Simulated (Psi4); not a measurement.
# A workflow on AlH3 (SMILES [H][Al]([H])[H])

Wanted: a geometry optimisation (singlet AlH3, B3LYP-D3(BJ)/6-311G**), then a single-point energy (doublet [AlH3]+, UB3LYP-D3(BJ)/6-311G**), then a structure relaxation (doublet [AlH3]+, UB3LYP-D3(BJ)/6-311G**), then a single-point energy (singlet AlH3, B3LYP-D3(BJ)/6-311G**) of AlH3. 

Program for the calculation: Psi4 1.11.

## 1. Starting point

The species is AlH3 (4 atoms), meant as a singlet with charge 0. As SMILES, `[H][Al]([H])[H]`. Geometry: a GFN2-xTB relaxation, a rough one for these elements and not checked as a minimum. The run starts from this shape.

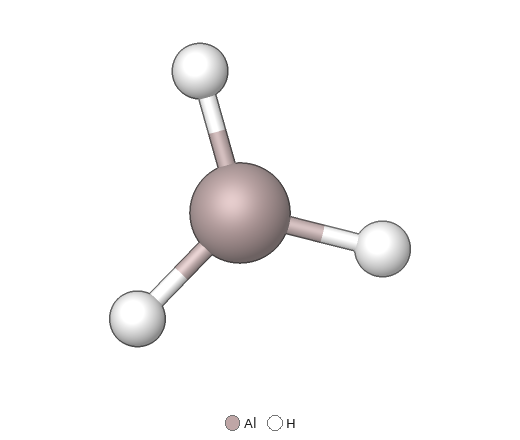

Viewed from a chosen angle; aluminium light grey, hydrogen white.

## 2. A structure relaxation at B3LYP-D3(BJ)/6-311G(d,p) (density fitting) (run 1)

Contents of job.inp:

```
memory 1600 mb

molecule m {
  0 1
  Al    -0.00001890    -0.00003779     0.00003779
  H      2.93408327    -0.05767444     0.02760890
  H     -1.41693555     2.56972517    -0.03613156
  H     -1.51712882    -2.51201294     0.00846597
  units au
  symmetry c1
}


opt("b3lyp-d3(bj)/6-311G**")
```

Launch:

```console
$ psi4 job.inp job.out -n 1
```

job.out:

```text
[...]
  Running in c1 symmetry.
[...]
  Nuclear repulsion =   13.879459649751499
[...]
  Multiplicity = 1
[...]
  Nalpha       = 8
  Nbeta        = 8
[...]
    Number of basis functions: 44
[...]
   @DF-RKS iter   1:  -244.19573076077089   -4.03037e-01   5.95399e-03 DIIS/ADIIS
[...]
   @DF-RKS iter   4:  -244.23075545652799   -1.27898e-12   4.65401e-09 DIIS
[...]
  @DF-RKS Final Energy:  -244.23075545652799
   => Energetics <=
    Nuclear Repulsion Energy =             13.6131162122145817
    One-Electron Energy =                -365.8351330692712509
    Two-Electron Energy =                 123.9314502313506239
    DFT Exchange-Correlation Energy =     -15.9382065670643325
    Empirical Dispersion Energy =          -0.0019822637576254
    VV10 Nonlocal Energy =                  0.0000000000000000
    Total Energy =                       -244.2307554565279872
[...]
  -Total Gradient:
     Atom            X                  Y                   Z
    ------   -----------------  -----------------  -----------------
       1        0.000000406602    -0.000000374212    -0.000002779961
       2        0.000003308218     0.000001540291     0.000000947139
       3       -0.000000825490     0.000002233558     0.000000902758
       4       -0.000001917748    -0.000001951985     0.000000931928
[...]
    Final optimized geometry and variables:
    Molecular point group: c1
    Full point group: C1
    Geometry (in Bohr), charge = 0, multiplicity = 1:
    AL           0.000001561734    -0.000000943925    -0.000005355318
    H            2.991412206259    -0.058755066269     0.028215154885
    H           -1.444605006561     2.620020912159    -0.036770956672
    H           -1.546849010522    -2.561240575092     0.008699174609
    Psi4 run time: 0:00:09.08
[...]
```

On the terminal:

```text
Optimizer: Optimization complete!
```

It took 11 s on 1 thread of AMD EPYC 7R43 (Zen 3), shared host; peak memory 0.34 GiB.

Step by step:

```tsv
step	energy from the first frame kept (eV)	largest force (eV/Å)
0	0.0000	0.4499
1	-0.0200	0.0091
2	-0.0200	0.0147
3	-0.0200	0.0124
4	-0.0201	0.0002
```

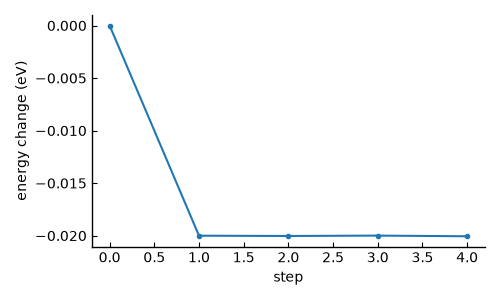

Energy along the run.

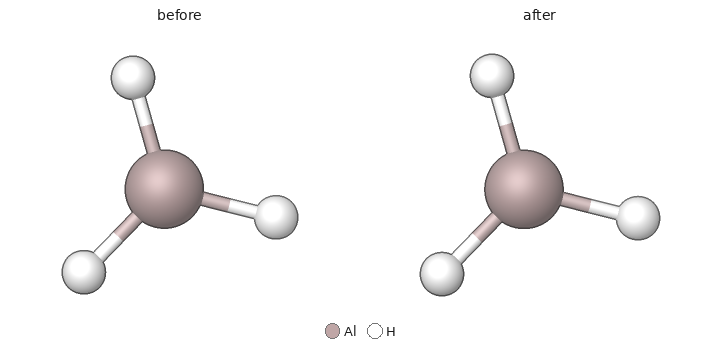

Before and after, at one scale.

After the run. Bond lengths: Al1–H2 1.583 Å, Al1–H3 1.583 Å, Al1–H4 1.583 Å. Angles: H2–Al1–H3 120.0°, H2–Al1–H4 120.0°, H3–Al1–H4 120.0°.

## 3. The doublet cation: a single-point energy at UB3LYP-D3(BJ)/6-311G(d,p) (density fitting) (run 2)

Contents of alh3.xyz:

```xyz
4
AlH3
Al    -0.000008    -0.000018     0.000014
H      1.582979    -0.031109     0.014948
H     -0.764461     1.386438    -0.019441
H     -0.818566    -1.355367     0.004620
```

Contents of job.py:

```python
import psi4

psi4.set_memory(1600000000)
psi4.set_num_threads(1)
psi4.set_output_file('psi4.out', False)

with open('alh3.xyz') as f:
    atoms = ''.join(f.readlines()[2:])
m = psi4.geometry('1 2\n' + atoms + 'symmetry c1')

psi4.set_options({
    'basis': '6-311G**',
    'reference': 'uks',
})

energy_value, wavefunction = psi4.energy('B3LYP-D3(BJ)', return_wfn=True)
print('E =', round(energy_value, 9))
```

Launch:

```console
$ python job.py
```

psi4.out:

```text
[...]
  Running in c1 symmetry.
[...]
  Nuclear repulsion =   13.613115507646850
[...]
  Multiplicity = 2
[...]
  Nalpha       = 8
  Nbeta        = 7
[...]
    Number of basis functions: 44
[...]
   @DF-UKS iter   1:  -243.79937559818808   -1.83428e-02   4.62459e-03 ADIIS/DIIS
[...]
   @DF-UKS iter  13:  -243.81916051535731   -8.66632e-09   2.97264e-07 DIIS
[...]
   @S^2 Observed:                7.610703615E-01
[...]
  @DF-UKS Final Energy:  -243.81916051535731
   => Energetics <=
    Nuclear Repulsion Energy =             13.6131155076468495
    One-Electron Energy =                -361.0145079036817606
    Two-Electron Energy =                 119.2821025377162272
    DFT Exchange-Correlation Energy =     -15.6978883933031810
    Empirical Dispersion Energy =          -0.0019822637354764
    VV10 Nonlocal Energy =                  0.0000000000000000
    Total Energy =                       -243.8191605153573107
[...]
 Multipole Moments:
 ------------------------------------------------------------------------------------
     Multipole            Electronic (a.u.)      Nuclear  (a.u.)        Total (a.u.)
 ------------------------------------------------------------------------------------
 L = 1.  Multiply by 2.5417464519 to convert [e a0] to [Debye]
 Dipole X            :         -0.2566703           -0.0000210           -0.2566913
 Dipole Y            :          0.4654298            0.0000140            0.4654438
 Dipole Z            :         -0.0066409            0.0000743           -0.0065666
 Magnitude           :                                                    0.5315746
[...]
```

The script printed:

```text
E = -243.819160515
```

Wall time 6.9 s (1 thread of AMD EPYC 7R43 (Zen 3), shared host); peak memory 0.31 GiB.

## 4. The doublet cation: a geometry optimisation at UB3LYP-D3(BJ)/6-311G(d,p) (density fitting) (run 3)

Contents of job.in:

```
memory 1600 mb

molecule molecule1 {
  1 2
  Al    -0.000008    -0.000018     0.000014
  H      1.582979    -0.031109     0.014948
  H     -0.764461     1.386438    -0.019441
  H     -0.818566    -1.355367     0.004620
  symmetry c1
}

set basis 6-311G**
set reference uks

result, w = opt('b3lyp-d3bj2b', return_wfn=True)
print_variables()
```

Launch:

```console
$ psi4 job.in job.out -n 1
```

job.out:

```text
[...]
  Running in c1 symmetry.
[...]
  Nuclear repulsion =   13.613115507646850
[...]
  Multiplicity = 2
[...]
  Nalpha       = 8
  Nbeta        = 7
[...]
    Number of basis functions: 44
[...]
   @DF-UKS iter   1:  -243.79937559818808   -1.83428e-02   4.62459e-03 DIIS/ADIIS
[...]
   @DF-UKS iter   6:  -243.84281176207088   -1.39266e-12   9.11985e-09 DIIS
[...]
   @S^2 Observed:                7.530428421E-01
[...]
  @DF-UKS Final Energy:  -243.84281176207088
   => Energetics <=
    Nuclear Repulsion Energy =             12.7913219600971537
    One-Electron Energy =                -359.5458774043074754
    Two-Electron Energy =                 118.5982346300739749
    DFT Exchange-Correlation Energy =     -15.6838784944876704
    Empirical Dispersion Energy =          -0.0026124534468541
    VV10 Nonlocal Energy =                  0.0000000000000000
    Total Energy =                       -243.8428117620708520
[...]
  -Total Gradient:
     Atom            X                  Y                   Z
    ------   -----------------  -----------------  -----------------
       1        0.000001746228    -0.000003688286    -0.000003560429
       2        0.000019415631     0.000015749552     0.000001692452
       3        0.000003579219    -0.000006126334     0.000000382342
       4       -0.000023504031    -0.000008226995     0.000001510586
[...]
```

The script printed:

```text
Optimizer: Optimization complete!
```

It took 32 s on 1 thread of AMD EPYC 7R43 (Zen 3), shared host; peak memory 0.34 GiB.

The path in brief:

```tsv
step	energy from the first frame kept (eV)	largest force (eV/Å)
0	0.0000	2.4994
1	-0.2796	1.7892
2	-0.5251	0.9344
3	-0.6179	0.4039
4	-0.6398	0.1243
5	-0.6414	0.0924
6	-0.6429	0.0457
7	-0.6435	0.0156
8	-0.6436	0.0013
```

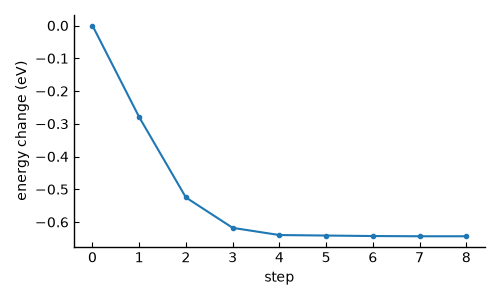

Energy along the run.

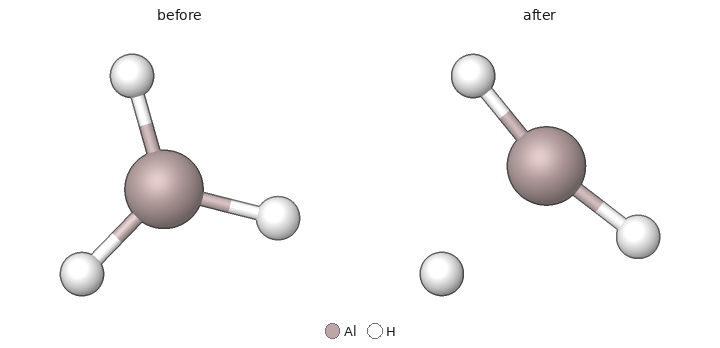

Before and after, at one scale.

After the run. Bond lengths: Al1–H2 1.560 Å, Al1–H4 1.560 Å. Angles: H2–Al1–H4 166.9°.

## 5. A single-point energy at B3LYP-D3(BJ)/6-311G(d,p) (density fitting) (run 4)

Contents of job.inp:

```
memory 1600 MB

molecule m {
  0 1
  Al
  H 1 r2
  H 1 r3 2 a3
  H 1 r4 2 a4 3 d4

  r2 = 1.560186
  r3 = 2.018321
  a3 = 96.57884
  r4 = 1.560197
  a4 = 166.85988
  d4 = -179.9732
  symmetry c1
}


result, w = energy('b3lyp-d3bj/6-311G**', return_wfn=True)
```

Launch:

```console
$ psi4 -i job.inp -o job.out -n 1
```

job.out:

```text
[...]
  Running in c1 symmetry.
[...]
  Nuclear repulsion =   12.791324372079789
[...]
  Multiplicity = 1
[...]
  Nalpha       = 8
  Nbeta        = 8
[...]
    Number of basis functions: 44
[...]
   @DF-RKS iter   1:  -244.14366260018332   -4.05854e-01   5.63215e-03 DIIS/ADIIS
[...]
   @DF-RKS iter   7:  -244.17949404496042   -2.47792e-09   1.39088e-07 DIIS
[...]
    Orbital Energies [Eh]
    ---------------------
    Doubly Occupied:
       1A    -56.049459     2A     -4.157528     3A     -2.716004
       4A     -2.709297     5A     -2.705541     6A     -0.429315
       7A     -0.342862     8A     -0.238410
[...]
  @DF-RKS Final Energy:  -244.17949404496042
   => Energetics <=
    Nuclear Repulsion Energy =             12.7913243720797887
    One-Electron Energy =                -363.9022162244090737
    Two-Electron Energy =                 122.8153323932180569
    DFT Exchange-Correlation Energy =     -15.8813221345101905
    Empirical Dispersion Energy =          -0.0026124513390036
    VV10 Nonlocal Energy =                  0.0000000000000000
    Total Energy =                       -244.1794940449604212
[...]
 Multipole Moments:
 ------------------------------------------------------------------------------------
     Multipole            Electronic (a.u.)      Nuclear  (a.u.)        Total (a.u.)
 ------------------------------------------------------------------------------------
 L = 1.  Multiply by 2.5417464519 to convert [e a0] to [Debye]
 Dipole X            :          0.0002296           -0.0001450            0.0000846
 Dipole Y            :         -2.6977829            1.4426589           -1.2551239
 Dipole Z            :          0.3111958           -0.1664392            0.1447566
 Magnitude           :                                                    1.2634439
[...]
```

Run time: 4.5 s. Hardware: 1 thread of AMD EPYC 7R43 (Zen 3), shared host; peak memory 0.3 GiB.

## 6. Results

| quantity | value |
| --- | --- |
| run 1, B3LYP-D3(BJ)/6-311G**: total energy at the end | -244.23076 Eh |
| run 1, B3LYP-D3(BJ)/6-311G**: dipole moment | 0.00 D |
| run 1, B3LYP-D3(BJ)/6-311G**: HOMO energy | -8.40 eV |
| run 1, B3LYP-D3(BJ)/6-311G**: LUMO energy | -2.01 eV |
| run 1, B3LYP-D3(BJ)/6-311G**: HOMO–LUMO gap | 6.39 eV |
| run 1, B3LYP-D3(BJ)/6-311G**: dispersion energy | -5.20 kJ/mol |
| doublet cation, run 2: total energy | -243.81916 Eh |
| doublet cation, run 2: HOMO energy (highest over α and β) | -14.98 eV |
| doublet cation, run 2: LUMO energy (lowest over α and β) | -14.00 eV |
| doublet cation, run 2: dispersion energy | -5.20 kJ/mol |
| doublet cation, run 2: ⟨S²⟩ | 0.761 |
| doublet cation, run 3: total energy at the end | -243.84281 Eh |
| doublet cation, run 3: HOMO energy (highest over α and β) | -15.54 eV |
| doublet cation, run 3: LUMO energy (lowest over α and β) | -11.63 eV |
| doublet cation, run 3: dispersion energy | -6.86 kJ/mol |
| doublet cation, run 3: ⟨S²⟩ | 0.753 |
| run 4, B3LYP-D3(BJ)/6-311G**: total energy | -244.17949 Eh |
| run 4, B3LYP-D3(BJ)/6-311G**: dipole moment | 3.21 D |
| run 4, B3LYP-D3(BJ)/6-311G**: HOMO energy | -6.49 eV |
| run 4, B3LYP-D3(BJ)/6-311G**: LUMO energy | -2.25 eV |
| run 4, B3LYP-D3(BJ)/6-311G**: HOMO–LUMO gap | 4.23 eV |
| run 4, B3LYP-D3(BJ)/6-311G**: dispersion energy | -6.86 kJ/mol |
| adiabatic ionisation energy (to the doublet cation, no zero-point term) | 10.556 eV |

**Reading.** The adiabatic ionisation energy (to the doublet cation, no zero-point term) is 10.56 eV (243 kcal/mol). The second species lost a bond as it relaxed, so this leads to another structure. The optimisation (run 1, B3LYP-D3(BJ)/6-311G**) took 5 steps and changed the energy by -0.020 eV. The optimisation (doublet cation, run 3) took 9 steps and changed the energy by -0.644 eV.
